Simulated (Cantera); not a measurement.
Feed: 1 mol Si3N4, 0.063 mol CO2, 530 mol N2, equilibrated at 5.90 mbar.

These are equilibrium values from Cantera (NASA tables, ideal gas, pure condensed phases), not measurements of a reactor. Candidate condensed phases: C, Si, SiC, SiO2, Si2N2O, Si3N4; 34 gas species. Mutual solubility and eutectic melting of coexisting phases are not modelled. The tables' values for SiN are old estimates; treat these amounts as uncertain. The numbers say what is thermodynamically allowed, not how fast it happens.

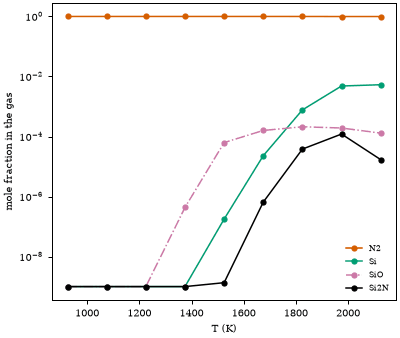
Equilibrium gas composition (values under 1e-9 drawn at 1e-9)

From 925 K to 1225 K the condensed part is C(graphite) + Si2N2O(s) + Si3N4(s). From 1375 K to 1525 K the condensed part is Si2N2O(s) + Si3N4(s). At 1675 K the condensed part is SiC(s) + Si3N4(s). At 1825 K the condensed part is Si(l) + SiC(s). From 1975 K to 2125 K nothing is condensed.
